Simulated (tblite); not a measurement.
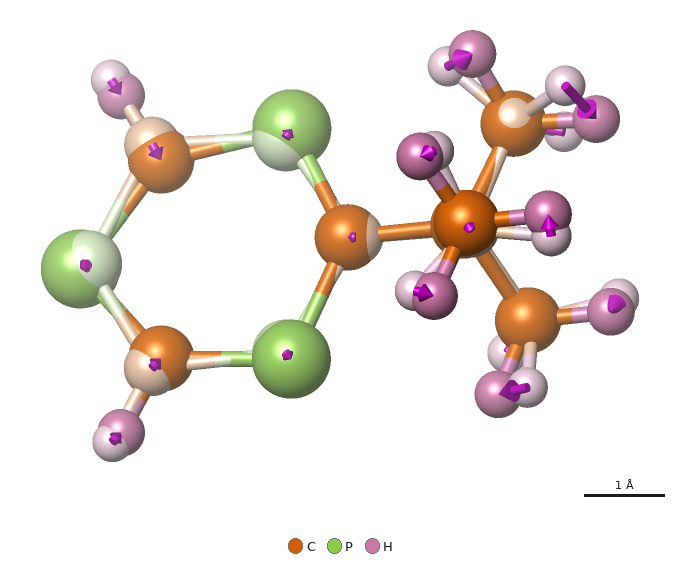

This is a relaxation of C7H11P3. The starting structure is drawn faded, the final one solid; purple arrows show the displacements, at their true length. The two geometries are superimposed by the best rigid fit.

Style: ball-and-stick. Shown at a tilt.

Level of theory: GFN2-xTB geometry optimisation, gas phase in tblite 0.8.0. 

Q: Which element moves most?

A: Hydrogen: up to 0.80 Å, against 0.23 Å for carbon.

Q: Describe the change and its energy.

A: After 68 geometry steps the energy has fallen by 47.8 kcal/mol. The largest move after the best rigid fit is that of an H atom, 0.80 Å. Largest moves by element: H 0.80 Å, C 0.23 Å, P 0.16 Å. Near-neighbour distances that change, for instance: C–C 1.487 → 1.533 Å, C–H 1.129 → 1.088 Å, C–P 1.747 → 1.726 Å, C–C 1.509 → 1.529 Å. Among the angles between lasting bonds that change: P–C–P 115.2° → 135.5°, C–P–C 123.1° → 104.0°, C–P–C 124.8° → 107.5°. Groups turn about C–C by about 40°, C–C by about 25°. Cost: 0.78 s on 1 thread of Arm Neoverse V1, on a shared host.
